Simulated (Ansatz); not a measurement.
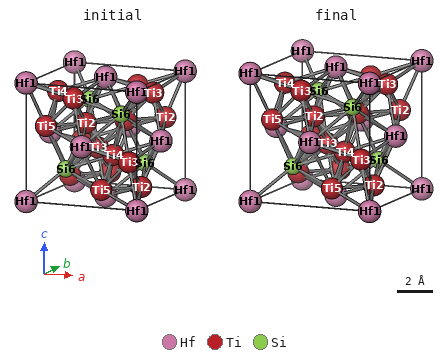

The structure of solid HfTi4Si (a generated structure, set up in F-43m) (coarse preliminary run) before (left) and after (right) a relaxation, at one scale.

Style: ball-and-stick. Shown: the conventional cell (4 times the calculation's cell), slightly off an axis. Lengths and directions refer to the drawn axes.

These are results of DFT PBE, scalar-relativistic, plane waves, PAW in Ansatz, not measurements.

Input
```yaml
crystal:
  lattice:
    - [0.0, 3.46811204, 3.46811204]
    - [3.46811204, 0.0, 3.46811204]
    - [3.46811204, 3.46811204, 0.0]
  atoms:
    - { symbol: Hf, position: [0.0, 0.0, 0.0] }
    - { symbol: Ti, position: [0.87275615, 0.37574795, 0.37574795] }
    - { symbol: Ti, position: [0.37574795, 0.37574795, 0.37574795] }
    - { symbol: Ti, position: [0.37574795, 0.87275615, 0.37574795] }
    - { symbol: Ti, position: [0.37574795, 0.37574795, 0.87275615] }
    - { symbol: Si, position: [0.75, 0.75, 0.75] }
basis:
  ecutwfc: 420
kpoints:
  mp_grid: { grid: [4, 4, 4] }
hamiltonian:
  xc: pbe
scf:
  occupations: { method: gaussian, width: 0.1 }
  lower_state_search: "off"
output:
  forces: true
  stress: true
  eigenvalues: true
relax:
  adjacent_minimum: "off"
  f_tol: 0.04
  max_steps: 70
  cell: { stress_tol: 0.4 }
```

Launched with:
```bash
ansatz run input.yaml --threads 1 --pin off --max-ram 2560MiB --backend cpu --events-out ev --progress --plain --runs-dir out
```

### Summarise the run.

The largest moves relative to the cell, 0.048 Å, are those of Ti2, Ti3, Ti4 and Ti5. Ti3 goes along [−1 1 −1]. Hf and Si stay in place. The drawn cell changes as follows: a = b = c 6.936 → 7.490 Å (+8.0 %); the volume changes by +25.9 %. Among the contacts that change: Ti2–Ti3 2.438 → 2.710 Å, Hf1–Si6 3.003 → 3.243 Å, Ti2–Si6 2.874 → 3.112 Å, Hf1–Ti2 2.877 → 3.099 Å. The space group stays F-43m (No. 216). After 5 accepted moves (7 points after the start) the energy has fallen by 1.990 eV per cell of the calculation. The largest force component goes from 0.62 to 0.00037 eV/Å. The pressure goes from 33.60 to 0.03 GPa. At 2 points the geometry stayed and the basis and grid were re-selected for the new cell (energy shift of 16.9 meV per cell of the calculation at most each time).
